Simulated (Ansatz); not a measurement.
Starting cell, SiC (wurtzite):

```xyz
8
Lattice="6.1510 0.0000 0.0000 -1.5377 2.6634 0.0000 0.0000 0.0000 5.0486" Properties=species:S:1:pos:R:3 pbc="T T T"
Si     1.5377     0.8878     0.0025
Si     4.6132     0.8878     0.0025
Si     0.0000     1.7756     2.5268
Si     3.0755     1.7756     2.5268
C      1.5377     0.8878     3.1539
C      4.6132     0.8878     3.1539
C      0.0000     1.7756     0.6296
C      3.0755     1.7756     0.6296
```

A phonon eigenvector at M = (0.5, 0.0, 0.0) is frozen into this cell: atom i moves by Q times the vector below, so Q is the largest atomic displacement, in Å. The cell is held. (q is in reciprocal vectors of the primitive cell; the cell shown is doubled to hold the pattern.)

```json
[
 {"atom": "Si1", "x": "-0.860", "y": "-0.497", "z": "-0.117"},
 {"atom": "Si2", "x": "0.860", "y": "0.497", "z": "0.117"},
 {"atom": "Si3", "x": "0.860", "y": "0.497", "z": "-0.117"},
 {"atom": "Si4", "x": "-0.860", "y": "-0.497", "z": "0.117"},
 {"atom": "C5", "x": "-0.430", "y": "-0.248", "z": "0.422"},
 {"atom": "C6", "x": "0.430", "y": "0.248", "z": "-0.422"},
 {"atom": "C7", "x": "0.430", "y": "0.248", "z": "0.422"},
 {"atom": "C8", "x": "-0.430", "y": "-0.248", "z": "-0.422"}
]
```

Level of theory: r2SCAN (plane waves to 500 eV, PAW, scalar-relativistic; Ansatz, a quantum-chemistry and plane-wave program). k mesh 6×12×7 (Γ-centred), Fermi-Dirac smearing 0.05 eV. Energies are smeared free energies. SiC was relaxed with its symmetry unable to fall. The PAW data are Ansatz's earlier set. The zero of ΔE is the undisplaced structure.

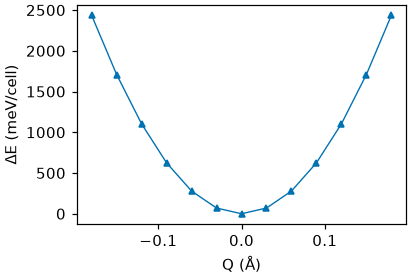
Figure: ΔE (meV/cell) against Q (Å); computed points joined by lines.

What is the energy change at Q = 0.180 Å?

About 2400 meV/cell.

What harmonic wavenumber does the curvature at Q = 0 give?

About 560 cm⁻¹.

(A displaced cell: forces are minus the slopes of the energy, force constants its curvatures, and phonons follow from these.)
